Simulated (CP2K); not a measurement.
# Two attempts at AlB2SiNH8 (SMILES BB[SiH2][AlH][NH2])

Aim: the energy of AlB2SiNH8 at AM1.

The calculation is run with CP2K 2026.2.

4 further runs of the same task are left out: 1 that didn't finish, 3 set aside as unsound or not needed.

## (1) The structure to begin with

AlB2SiNH8 has 13 atoms, charge 0, and is taken as a singlet. As SMILES, `BB[SiH2][AlH][NH2]`. Geometry: a rough force-field guess. This is one conformer, not always the lowest.

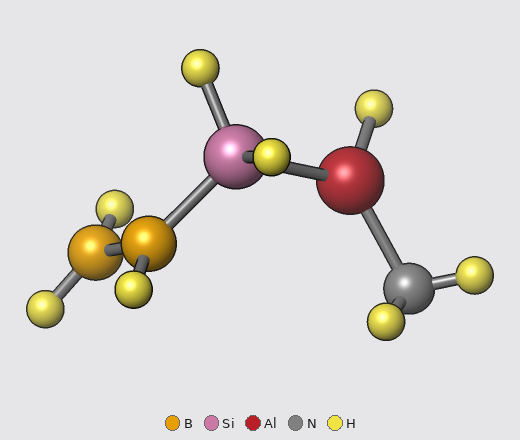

Viewed from a chosen angle; boron amber, silicon pink, aluminium red, nitrogen grey, hydrogen yellow.

## (2) Try one

File molecule.xyz:

```xyz
13

B     -1.144500    -2.012200    -1.033800
B      0.356800    -1.397500    -0.995300
Si     1.023000    -0.601000     0.620400
Al    -0.157400     1.304500     1.190200
N     -1.508700    -1.887300    -0.087800
H     -1.611600    -2.432000    -2.041200
H     -1.858700    -1.887300    -0.087800
H      1.086900    -1.452900    -1.958000
H      0.995600    -1.567700     1.768800
H      2.453900    -0.193200     0.441700
H     -0.996700     1.363700     2.620000
H      0.243600     2.506000    -0.846400
H      0.004600     3.601300     0.398300
```

File mol.inp:

```
&global
 project_name mol
 run_type ENERGY
 print_level MEDIUM
&end global
&force_eval
 method QUICKSTEP
 &dft
  &qs
   method AM1
   eps_default 1.0E-10
   &se
    &coulomb
     cutoff [angstrom] 50
     rc_range [angstrom] 0
    &end coulomb
    &exchange
     cutoff [angstrom] 50
     rc_range [angstrom] 0
    &end exchange
   &end se
  &end qs
  # isolated system
  &poisson
   periodic NONE
   poisson_solver ANALYTIC
  &end poisson
  # self-consistent field
  &scf
   scf_guess ATOMIC
   eps_scf 1.0E-06
   max_scf 67
   &diagonalization
    algorithm STANDARD
   &end diagonalization
   &mixing
    method DIRECT_P_MIXING
    alpha 0.4
   &end mixing
  &end scf
  &print
   &moments
    periodic F
    reference COM
    max_moment 1
   &end moments
   &mo ON
    energies T
    occupation_numbers T
    ndigits 6
    &each
     qs_scf 0
    &end each
    add_last NUMERIC
   &end mo
   &hirshfeld OFF
   &end hirshfeld
  &end print
 &end dft
 # atoms, cell and kinds
 &subsys
  # vacuum box
  &cell
   abc 20.3 22 20.7
   periodic NONE
  &end cell
  &topology
   coord_file_name molecule.xyz
   coord_file_format XYZ
   &center_coordinates
   &end center_coordinates
  &end topology
 &end subsys
&end force_eval
```

Command:

```
$ OMP_NUM_THREADS=1 cp2k.psmp mol.inp > mol.out
```

What it wrote:

```text
CP2K| version string:                                       CP2K version 2026.2
[...]
 GLOBAL| Method name                                                        CP2K
[...]
 GLOBAL| Run type                                                         ENERGY
[...]
                             - Atoms:                                         13
[...]
                             - Spherical basis functions:                     28
[...]
 *** WARNING in particle_methods.F:720 :: The distance between the atoms 5 ***
 *** and 7 is only 0.350 angstrom and thus smaller than the threshold of   ***
 *** 0.500 angstrom                                                        ***
[...]
 Number of electrons:                                                         26
[...]
     1 P_Mix/Diag. 0.40E+00    0.0     0.81535300       -13.6470870049 -1.36E+01
[...]
    33 DIIS/Diag.  0.21E-06    0.0     0.00000093       -20.3805905486 -4.19E-12
  *** SCF run converged in    33 steps ***
  Core-core repulsion energy [eV]:                           1521.35013028362391
  Core Hamiltonian energy [eV]:                              -860.29117813889854
  Two-electron integral energy [eV]:                        -2431.28604957147672
  Electronic energy [eV]:                                   -2075.93420292463679
  Total energy [eV]:                                         -554.58407264101299
  Atomic reference energy [eV]:                               589.32750464850108
  Heat of formation [kcal/mol]:                               801.20263913214490
[...]
 SE_DIPOLE| Moment [Debye]         -0.01264160      -5.22728762       0.54096874
 SE_DIPOLE| Derivative [a.u.]       0.00000000       0.00000000       0.00000000
 ENERGY| Total FORCE_EVAL ( QS ) energy [hartree]            -20.380590548591002
[...]
```

Run time: 0.49 s. Hardware: 1 thread of Arm Neoverse N1, shared host; peak memory 0.14 GiB.

## (3) Diagnosis

It ran to the end. The result can't be trusted all the same.

Cause: two atoms lie on top of or far too near each other. As the program read them, the closest atoms are 0.35 Å apart, against 1.02 Å in the sound input.

## (4) Second attempt

molecule.xyz, as its differences from that of step 2:

```diff
@@ -6,3 +6,3 @@
 Al    -0.157400     1.304500     1.190200
-N     -1.508700    -1.887300    -0.087800
+N     -0.374900     2.733700    -0.062100
 H     -1.611600    -2.432000    -2.041200
```

File calc.inp:

```
&global
 project calc
 run_type ENERGY
 print_level MEDIUM
&end global

&force_eval
 method Quickstep
 &dft
  &qs
   method AM1
   eps_default 1.0E-10
   &se
    &coulomb
     cutoff [angstrom] 50
     rc_range [angstrom] 0
    &end coulomb
    &exchange
     cutoff [angstrom] 50
     rc_range [angstrom] 0
    &end exchange
   &end se
  &end qs
  &poisson
   periodic NONE
   poisson_solver ANALYTIC
  &end poisson
  &scf
   scf_guess ATOMIC
   eps_scf 1.0E-06
   max_scf 150
   &diagonalization
    algorithm STANDARD
   &end diagonalization
   &mixing
    method DIRECT_P_MIXING
    alpha 0.4
   &end mixing
  &end scf
  &print
   &moments
    periodic F
    reference COM
    max_moment 1
   &end moments
   &mo ON
    energies T
    occupation_numbers T
    ndigits 6
    &each
     qs_scf 0
    &end each
    add_last NUMERIC
   &end mo
   &hirshfeld OFF
   &end hirshfeld
  &end print
 &end dft
 &subsys
  &cell
   abc 20.3 22 20.7
   periodic NONE
  &end cell
  &topology
   coord_file_name molecule.xyz
   coord_file_format XYZ
   &center_coordinates
   &end center_coordinates
  &end topology
 &end subsys
&end force_eval
```

Command:

```
$ OMP_NUM_THREADS=1 cp2k.psmp -i calc.inp > calc.out 2>&1
```

What it wrote:

```text
CP2K| version string:                                       CP2K version 2026.2
[...]
 GLOBAL| Method name                                                        CP2K
[...]
 GLOBAL| Run type                                                         ENERGY
[...]
                             - Atoms:                                         13
[...]
                             - Spherical basis functions:                     28
[...]
 Number of electrons:                                                         26
[...]
     1 P_Mix/Diag. 0.40E+00    0.0     0.82055407       -15.0370865000 -1.50E+01
[...]
    19 DIIS/Diag.  0.13E-06    0.0     0.00000036       -21.5425541098 -2.98E-12
  *** SCF run converged in    19 steps ***
  Core-core repulsion energy [eV]:                           1363.60353185191934
  Core Hamiltonian energy [eV]:                              -857.22849732879081
  Two-electron integral energy [eV]:                        -2185.15548730953151
  Electronic energy [eV]:                                   -1949.80624098355679
  Total energy [eV]:                                         -586.20270913163722
  Atomic reference energy [eV]:                               589.32750464850108
  Heat of formation [kcal/mol]:                                72.05950219080246
[...]
 SE_DIPOLE| Moment [Debye]         -1.34258367      -0.41270021      -0.05678622
 SE_DIPOLE| Derivative [a.u.]       0.00000000       0.00000000       0.00000000
 ENERGY| Total FORCE_EVAL ( QS ) energy [hartree]            -21.542554109771888
[...]
```

Wall time 0.45 s (1 thread of Arm Neoverse N1, shared host); peak memory 0.14 GiB.

## (5) What came out

Level: AM1.

| quantity | value |
| --- | --- |
| total energy | -21.54255 Eh |
| dipole moment | 1.41 D |
| HOMO energy | -9.56 eV |
| heat of formation | 72.1 kcal/mol |

In words: The first attempt's energy was +31.619 eV off this one.
